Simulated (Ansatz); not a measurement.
## Fields on a plane of SrSi2 (space group P4_332)

```
SrSi2
1.0
    6.43265     0.00000     0.00000
    0.00000     6.43265     0.00000
    0.00000     0.00000     6.43265
Sr Si
4 8
Direct
  0.62500   0.37500   0.87500
  0.37500   0.87500   0.62500
  0.87500   0.62500   0.37500
  0.12500   0.12500   0.12500
  0.82653   0.82653   0.82653
  0.92347   0.07653   0.57653
  0.67347   0.17347   0.32653
  0.57653   0.92347   0.07653
  0.32653   0.67347   0.17347
  0.42347   0.42347   0.42347
  0.17347   0.32653   0.67347
  0.07653   0.57653   0.92347
```

The slice is a {110} plane (indices of the conventional cell) through the point (0.625, 0.375, 0.875) (fractional), spanned by u = [100] and v = [011] in vectors of this cell: u (6.43 Å) and v (9.10 Å, at 90° to u). It covers one period; positions are fractions (u, v).

Atoms on it: Sr at (0.00, 0.00); Si at (0.30, 0.70); Si at (0.70, 0.30). Other atoms lie within 1 Å of the plane.

Computed with LDA (plane waves to 420 eV, PAW, scalar-relativistic; Ansatz, a quantum-chemistry and plane-wave program). k mesh 6×6×6. Inside the PAW spheres the values are not all-electron values, and peaks at nuclei hang on which shells count as valence. At this level the bands of SrSi2 touch or barely overlap. SrSi2 was relaxed with its symmetry unable to fall.

```
|xx97001346788861069x|
|99830012457899840389|
|77300234566799971037|
|10013566777799973000|
|00257778888899863000|
|13577768888777631000|
|246763x4787643100001|
|35674xxx686410000001|
|45675xxx787300111001|
|45666458997200242101|
|34456789997200343101|
|33335789986100121001|
|32112367763100000002|
|22100012222222100012|
|32000000013677632112|
|31001210016899875333|
|31013430027999876544|
|41012420027998546665|
|4100111003787xxx5765|
|3100000014686xxx4765|
|21000013467874x36764|
|10001367778888677753|
|00003689988888777520|
|10003799977776653100|
|77301799976654320037|
|99830489987542100389|
|xx96016888764310079x|
|xx97103567776530179x|
```
Scale: ten equal steps from 0.03 (start of '0') to 0.93 (end of '9'), in the order '0123456789'. Values: electron localisation function (ELF). The map has 20 points along u (one character each, u = 0 at the left) and 28 along v (v = 0 in the bottom row). Points within 0.5 Å of a nucleus are blanked (x), as the pseudised field means little there.

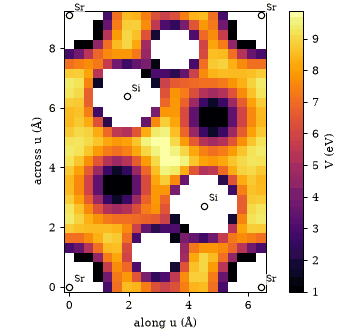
*Electrostatic potential energy of an electron, from the cell's mean, in eV, one period of the plane, atoms marked. Points within 1 Å of a nucleus are left white, as the pseudised field means little there. Values under 1 eV are set to 1. The zero, the cell's mean, hangs on the PAW cores.*
